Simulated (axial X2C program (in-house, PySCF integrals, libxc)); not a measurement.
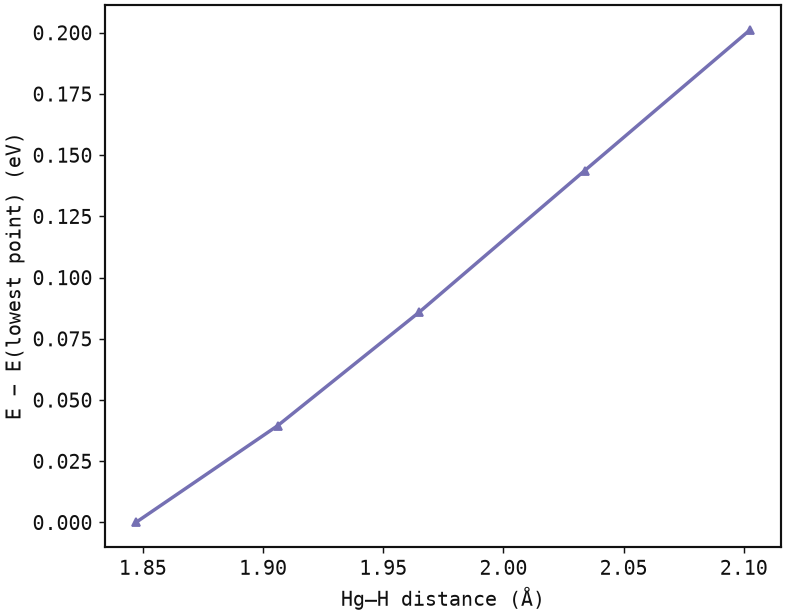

Energy at 5 bond lengths, for one set of occupations held fixed; the line joins the points. The lowest point is at 1.85 Å, the end of the range, so no minimum is bracketed. The whole curve lies above Hg + H⁻, so the molecule isn't bound against them at this level.

HgH⁻: relativistic diatomic calculation

System: HgH⁻, single determinant with Ω = 1 (not the lowest found).
Method: PBE0, two-component X2C with atomic mean-field Coulomb and Gaunt terms, Hg dyall-acv3z, H dyall-av3z (cores contracted) (axial X2C program (in-house, PySCF integrals, libxc)).

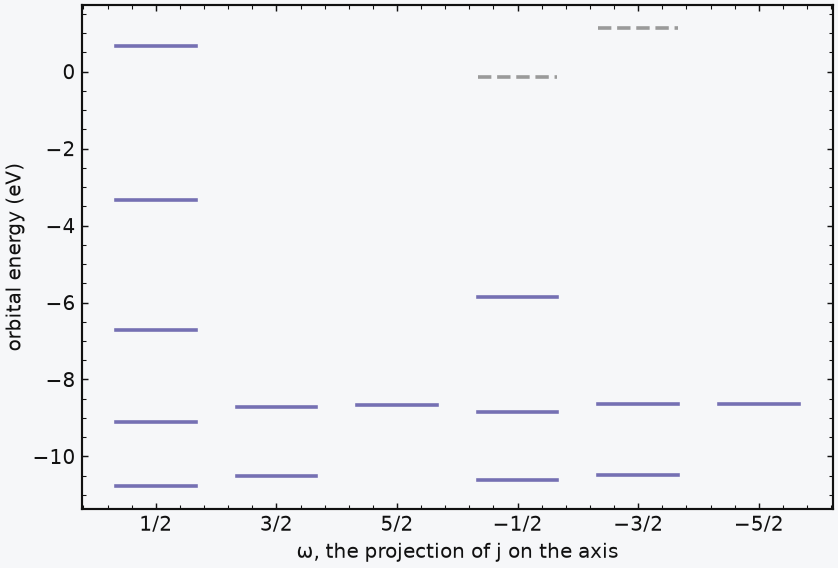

Orbital energies near the frontier at 1.97 Å, filled (solid) and empty (dashed). The highest filled spinor (1/2; 98 % Hg p, 2 % H p) lies at 0.67 eV, the lowest empty one (−1/2; 46 % Hg p, 26 % H s) at −0.13 eV. A filled level above zero is held only by the finite basis .

These pictures come from the run below.

## Input
```
{"zs": [80, 1], "q": -1, "bas": ["dyall-acv3z", "dyall-av3z"], "levels": ["PBE0", "HF", "BP86"], "cc": true, "r0": 1.65, "thr": -2.0, "nmax": 90, "npts": 10, "nst": 2, "ntry": 6}
```

The line is the task of a batch: nuclear charges, charge, bases, the levels to run, a first guess of the distance and further settings. This report covers PBE0 with spin-orbit coupling. The log is that of the reference distance 1.965 Å, started from orbitals converged before.

Launched within a batch (the task file carries these settings):
```bash
python <driver script> task.json out
```

## Log
```
two-component X2C + atomic mean field  PBE0
basis functions 213  fitting functions 1020  grid points 5074
iter        total energy     max residual
   1     -19629.845430629     2.02e-05
   2     -19629.845430631     8.25e-06
converged
one-electron -26923.23251480  Coulomb 7668.71943405  exact exchange -93.15107879  xc functional -285.23801198  nuclear repulsion 21.54411037  atomic mean-field constant -18.48736948
```

## The points of the curve

| R (Å) | E (hartree) | dipole (D; origin at the first atom, positive when the second is positive) | highest filled (eV) | lowest empty (eV) |
| --- | --- | --- | --- | --- |
| 1.847 | −19629.848588 | −0.57 | 0.67 | −0.04 |
| 1.906 | −19629.847135 | −0.65 | 0.67 | −0.09 |
| 1.965 | −19629.845431 | −0.71 | 0.67 | −0.13 |
| 2.034 | −19629.843307 | −0.76 | 0.67 | −0.17 |
| 2.103 | −19629.841194 | −0.78 | 0.67 | −0.19 |

## Summary

- outcome: converged; a filled level lies above zero
- hardware: 1 thread of Intel Xeon @ 2.50GHz (Skylake/Cascade Lake), 16 GiB of memory available, shared host
- wall time: 15 s
- peak memory: 0.89 GiB

## Remarks

The highest filled level (PBE0, up to 0.67 eV) lies above zero. That is common for anions, where the functional's self-interaction leaves the outer electrons unbound; only the finite basis holds them, so such levels depend on it. Caveats: 5 of the 10 points asked for were kept; at every distance an empty level lies below a filled one, since the occupations are held fixed.
